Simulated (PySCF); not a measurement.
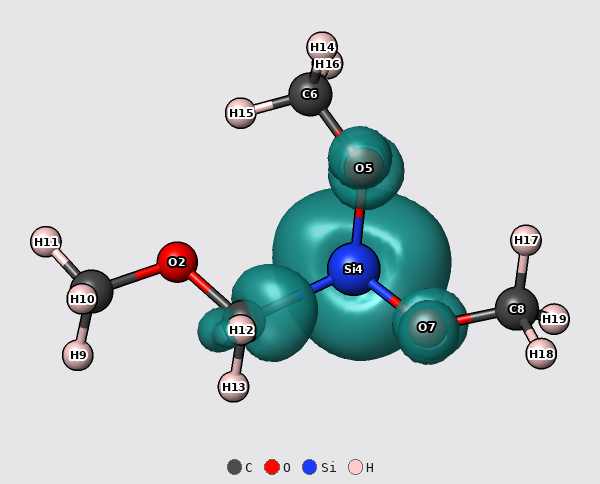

*C4H11O3Si (doublet). Isosurface of the spin density (α minus β) at +0.02 e/Å³ (teal), seen across its widest extent.*

Geometry: GFN2-xTB.

These are results of PySCF, UKS B3LYP, pcH-1 on C H O Si, non-relativistic, mean-field spin-orbit, GIAO, not measurements.

```yaml
atoms:
  - { symbol: C, position_ang: [-3.1759, 0.3464, 0.0184] }
  - { symbol: O, position_ang: [-1.8247, 0.4151, -0.3557] }
  - { symbol: C, position_ang: [-1.1027, -0.7585, -0.0392] }
  - { symbol: Si, position_ang: [0.6870, -0.4500, -0.6374] }
  - { symbol: O, position_ang: [1.3139, 0.9320, -0.0247] }
  - { symbol: C, position_ang: [0.8488, 2.2444, -0.1490] }
  - { symbol: O, position_ang: [1.5391, -1.6559, 0.0533] }
  - { symbol: C, position_ang: [2.9229, -1.7904, 0.1729] }
  - { symbol: H, position_ang: [-3.6821, -0.4866, -0.4849] }
  - { symbol: H, position_ang: [-3.2813, 0.2167, 1.1033] }
  - { symbol: H, position_ang: [-3.6354, 1.2867, -0.2812] }
  - { symbol: H, position_ang: [-1.1223, -0.9311, 1.0480] }
  - { symbol: H, position_ang: [-1.5638, -1.6290, -0.5193] }
  - { symbol: H, position_ang: [1.2715, 2.8264, 0.6716] }
  - { symbol: H, position_ang: [-0.2403, 2.2771, -0.1042] }
  - { symbol: H, position_ang: [1.1776, 2.6716, -1.0993] }
  - { symbol: H, position_ang: [3.3748, -0.8634, 0.5286] }
  - { symbol: H, position_ang: [3.1208, -2.5925, 0.8848] }
  - { symbol: H, position_ang: [3.3625, -2.0497, -0.7934] }
```

### Describe the spin distribution.

The unpaired spin (1 electron) lies mostly on Si4 (about 0.7), C3 (about 0.1), O5 (about 0.1) and O7 (about 0.1), in electrons by Hirshfeld's partition.
